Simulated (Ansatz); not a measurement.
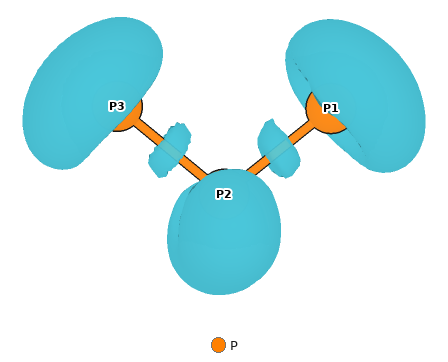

Figure 1: P₃ (charge −1, quintet). Isosurface of the ELF at 0.8 (cyan), seen across its widest extent. Only the valence region is drawn (cores and ρ < 0.01 e/Å³ removed).

Geometry: PBE-D4/def2-TZVPD; the highest occupied orbital lies above zero, a sign that basis and functional describe the outermost electron poorly.

Level of theory: Ansatz, UKS PBE0-D4/def2-TZVPD.

```xyz
3

P    -0.3033    0.4155    1.6447
P     0.8951   -0.0152   -0.0765
P    -0.5918   -0.4002   -1.5682
```

Question: Identify the bonds, lone pairs and shells in this picture.

Answer: The ELF exceeds this value in two regions between bonded P–P atoms (shared pairs), two rings or bowls of non-bonding electrons around P and one lobe on P, pointing away from the bonds (non-bonding electrons).

Values along the shortest contacts:
P–P (2.14 Å): the ELF peaks at about 0.85 between the atoms, as expected for a shared electron pair.
